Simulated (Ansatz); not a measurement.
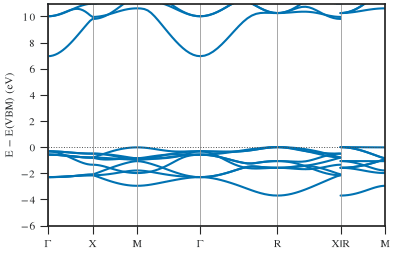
Figure. Band structure from plane-wave PAW PBE (Ansatz code)

### Question
Read off the gap and where the band edges lie.

### Answer
About 7.0 eV (6.96 eV by a search for the band edges); maximum at R, minimum at Γ.

The material is KMgF$_{3}$ (cubic perovskite, space group No. 221).

Space group Pm-3m (cubic perovskite). The cell was relaxed with PBE under the symmetry of its start.

Potentials: the later of the program's two PAW sets.
